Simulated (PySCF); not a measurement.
# C3H3ClF2O, SMILES `F[CH](Cl)[C@@]1(F)CO1`: electronic structure

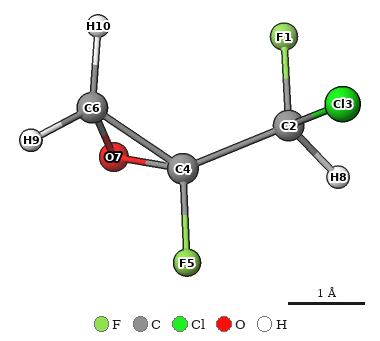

The molecule, with its atoms numbered as below. No frequency check shows the geometry to be a minimum.

Coordinates in Å:

```
F1      -0.5531   -1.6780   -0.2792
C2      -0.5380   -0.3560   -0.5603
Cl3     -1.8617    0.4385    0.3307
C4       0.7885    0.2442   -0.1310
F5       0.8705    1.5436   -0.5198
C6       1.5355   -0.1735    1.0525
O7       1.9327   -0.4819   -0.2702
H8      -0.7104   -0.2274   -1.6357
H9       2.1490    0.5597    1.5597
H10      1.1768   -1.0095    1.6394
```

### 1. Bonding charge

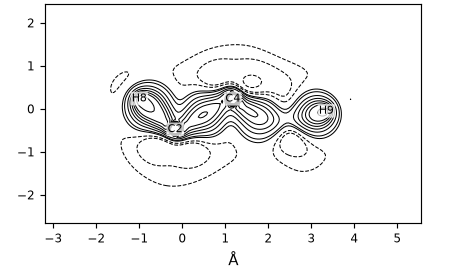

Deformation density (molecule less spherical, spin-averaged free atoms) in the plane of C2, C4, H8 and H9; contours at ±0.05 to ±0.8 e/Å³; solid lines: gain, dashed lines: loss.

Level of theory: ωB97X/def2-SVPD (PySCF), at a geometry from GFN2-xTB.

Question: Describe the bonding that the map shows.

Answer: C2–H8: +0.84 e/Å³ at the bond critical point (bond length 1.10 Å). C2–C4: +0.61 e/Å³ at the bond critical point (bond length 1.52 Å). In all, 2.5 electrons gather in the regions of gain relative to the promolecule.

### 2. Electrostatic potential

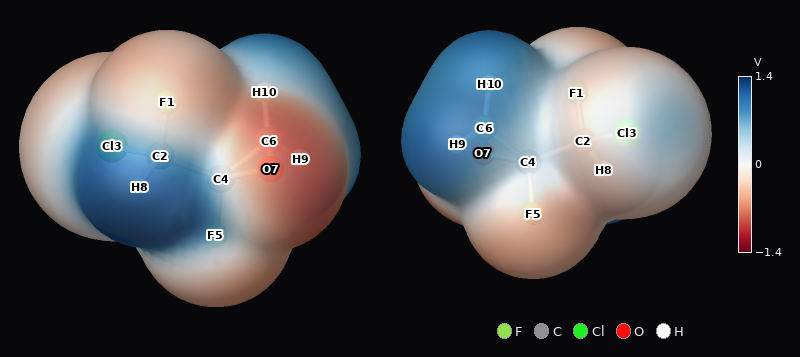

Electrostatic potential on the surface of electron density 0.001 a.u. (back view left, front view right).

Question: Where are the extremes of the potential on the surface?

Answer: Highest: 1.34 V, 1.3 Å from H8. Further maxima include 1.08 V, 1.3 Å from H9; 1.02 V, 1.3 Å from H10. Lowest: −0.87 V, 1.7 Å from O7. Further minima include −0.57 V, 1.7 Å from F5; −0.46 V, 1.6 Å from F1. The surface is sampled at points, so like sites can differ by a few per cent and only the strongest of them is named.

Question: Does Cl3 carry a σ-hole?

Answer: Yes: a local maximum of +0.49 V lies on the extension of the C2–Cl3 bond.

### 3. Localised orbitals

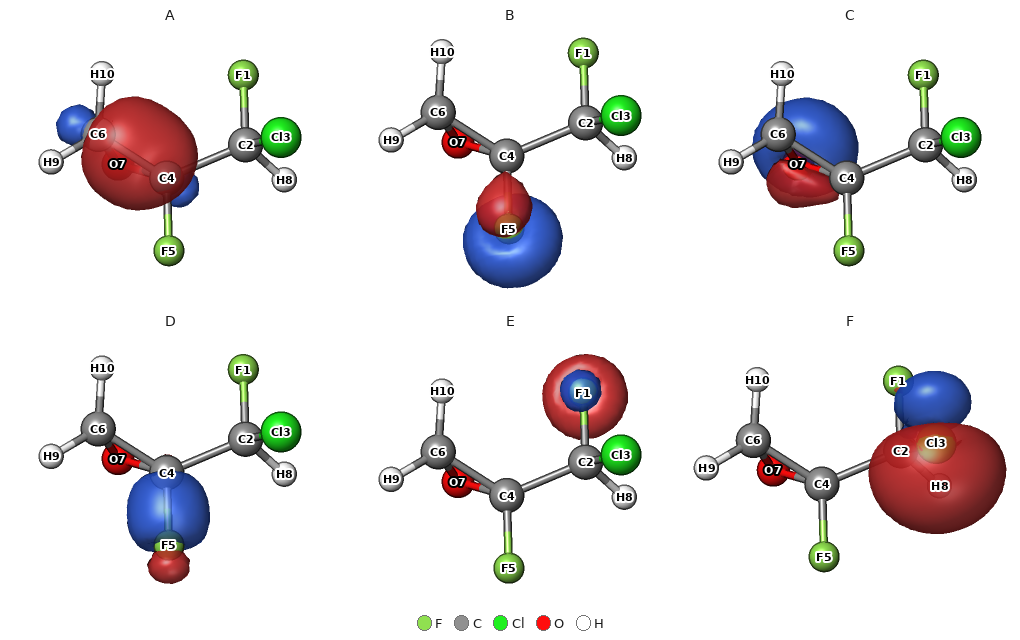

Foster–Boys orbitals, occupied; each surface holds about 85 % of the orbital's density. Energies are diagonal elements of the Fock matrix.

PySCF calculation, r2SCAN/6-31+G*, gas phase; geometry: GFN2-xTB.

Question: Name the orbitals, with their atomic make-up and energies.

Answer: By panel:
- A: bent (banana) bond C6–C4 (C6 50 %, C4 49 %; −14.1 eV)
- B: lone pair on F5 (sp2.7-type) (F5 98 %; −16.0 eV)
- C: lone pair on O7 (sp1.8-type) (O7 96 %; −13.3 eV)
- D: σ bond F5–C4 (F5 69 %, C4 30 %; −22.1 eV)
- E: lone pair on F1 (sp2.7-type) (F1 97 %; −16.4 eV)
- F: lone pair on Cl3 (sp2.6-type) (Cl3 98 %; −11.9 eV)

Question: How do all the valence pairs divide up?

Answer: 21 pairs: 11 lone pairs, 9 σ bonds and 1 bent bond.
